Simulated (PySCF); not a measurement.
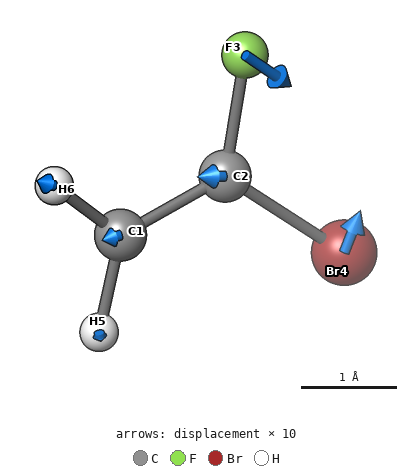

A relaxation of C₂H₂BrF. The starting structure is drawn; blue arrows show the displacements, 10 times their true length. The two geometries are superimposed by the best rigid fit.

Style: ball-and-stick. Shown at a tilt.

The start comes from MMFF94s.

All numbers below come from PySCF, PBE0-D3(BJ)/def2-SVP geometry optimisation, gas phase. 

### What did the optimiser do to the structure, and how much energy did it gain?

The atom that moves furthest after the best rigid fit is F3 (0.075 Å). Largest moves by element: F 0.075 Å, Br 0.049 Å, C 0.035 Å, H 0.025 Å. Some distances before and after: C2–F3 1.351 → 1.318 Å, C2–Br4 1.858 → 1.876 Å, C1–C2 1.335 → 1.327 Å, C1–H5 1.084 → 1.088 Å. Bond angles that change, for instance: F3–C2–Br4 118.6° → 112.3°, C1–C2–F3 118.3° → 123.0°. Over 6 geometry steps the energy falls by 1.91 kcal/mol. Cost: 14 s on 1 thread of Arm Neoverse V2, on a shared host.
